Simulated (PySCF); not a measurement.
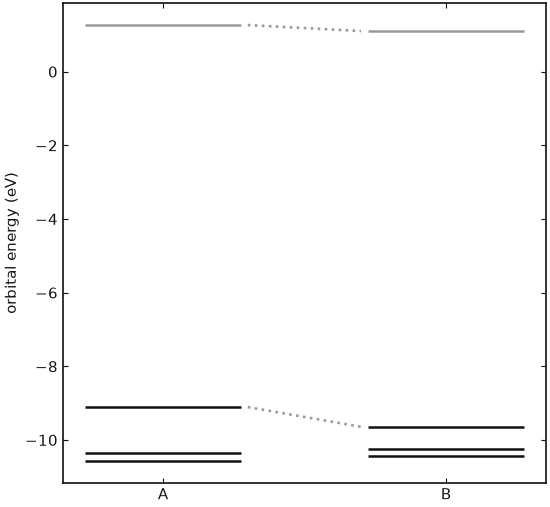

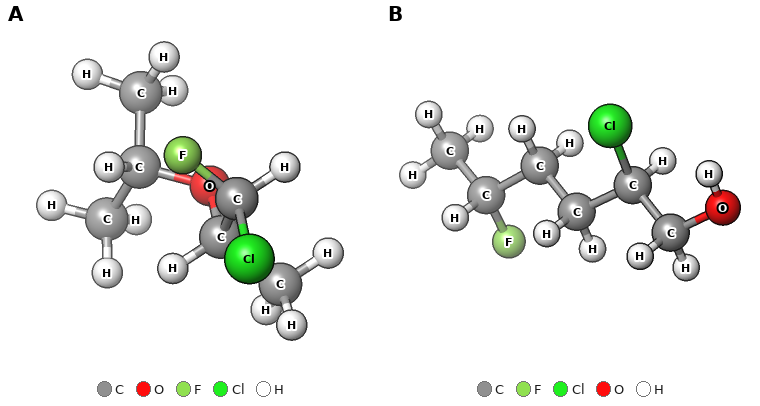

Related molecules: A is C₆H₁₂ClFO, SMILES CC(C)O[C@@H](C)[C@@H](F)Cl; B is C₆H₁₂ClFO, SMILES C[C@@H](F)CC[C@@H](Cl)CO. Frontier orbital energies, CAM-B3LYP/def2-SVPD, PySCF, at a PBE0-D3(BJ)/def2-SVP geometry (no frequency check); drawn are at most three filled levels and, in grey, the LUMO with any level within 0.03 eV of it; dotted lines join the HOMOs and the LUMOs.

**What does the change do to the frontier levels?**

From A to B the HOMO falls by 0.53 eV and the LUMO falls by 0.16 eV, so the separation goes from 10.37 to 10.74 eV.

**Does the ΔSCF ionisation energy follow the HOMO?**

A: −ε(HOMO) 9.11, ΔSCF 9.73 eV; B: −ε(HOMO) 9.64, ΔSCF 10.55 eV.

Limits of at least one run: empty levels above zero depend strongly on the basis; one conformer of a flexible molecule.
